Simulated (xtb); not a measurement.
GeS: geometry relaxation (part 4 of 4)

GeS (germanium sulfide (GeS)), SMILES [S+]#[Ge-]; GFN2-xTB (xtb 6.7.1 later snapshot). 

Geometry of the input (Å):
```
S  0.0281  0.0432  0.0490
Ge 0.0036  -0.0033  1.9690
```

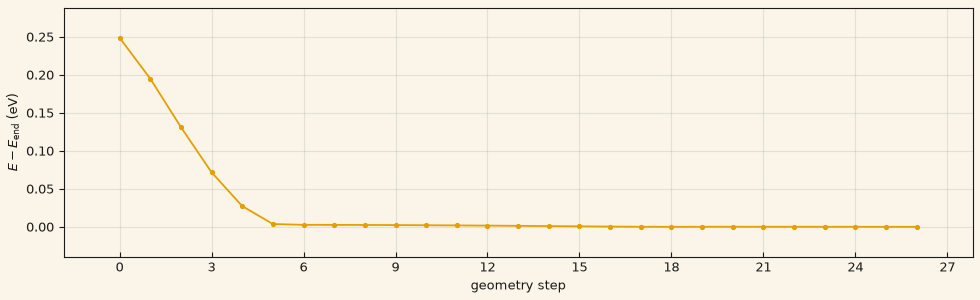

Progress of the relaxation, step by step (steps are counted from 0).

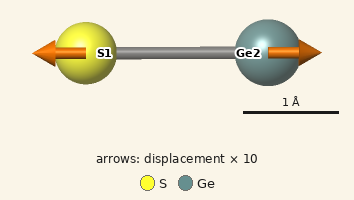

The starting structure with the displacements as orange arrows, magnified 10 times (ball-and-stick view, seen on its broad side). The two geometries are laid on each other by the best rigid fit. After 26 geometry steps the energy has fallen by 0.249 eV. The largest moves after the best rigid fit, 0.057 Å, are those of S1 and Ge2. Largest moves by element: S 0.057 Å, Ge 0.057 Å. Distances before and after: S1–Ge2 1.921 → 2.035 Å. (Atoms are counted from 1 in the order of the input.)

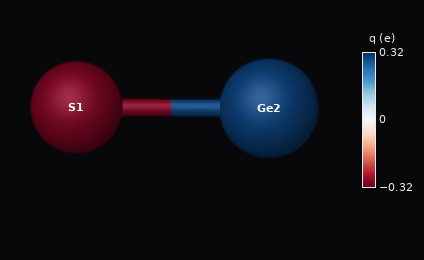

Mulliken charges, as the colour of each atom (ball-and-stick view, seen on its broad side; atoms are numbered from 1 in the order of the input). By element: S −0.30 and Ge +0.30 e.

## Results in brief

```csv
quantity,value
outcome,converged
electrons treated,10
total energy,−5.228562 hartree
dispersion energy,−0.000992 hartree
basis functions,20
HOMO,−10.63 eV
LUMO,−7.54 eV
dipole moment,5.11 D
peak memory,0.072 GiB
```
